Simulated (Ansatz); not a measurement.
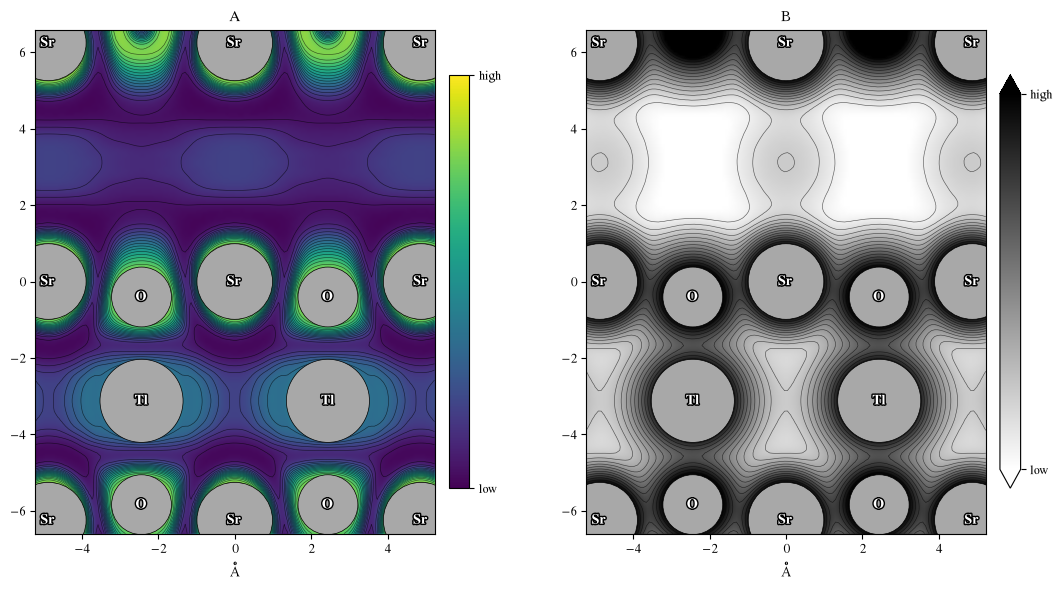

Sr2TlO2: 2 fields on the (100) plane of the conventional cell, with unlabelled colour scales. Grey discs cover the atomic cores.

Space group I4/mmm; started from the ThCr2Si2_139 prototype, which need not be the ambient phase; computed without spin polarisation.

These are results of DFT PBE, scalar-relativistic, plane waves, PAW in Ansatz 0.2.0, not measurements.

> Which field does each panel show? The fields are: electron localisation function and valence pseudo-density.

Panel A: electron localisation function. Panel B: valence pseudo-density. From the grid: Sr–O (2.47 Å): ρ is about 0.29 e/Å³ halfway; the ELF is about 0.10 at the midpoint (no shared electron pair shows on this line). Tl–O (2.72 Å): ρ at the midpoint is about 0.22 e/Å³; the ELF is about 0.10 at the midpoint: no shared electron pair shows on this line.
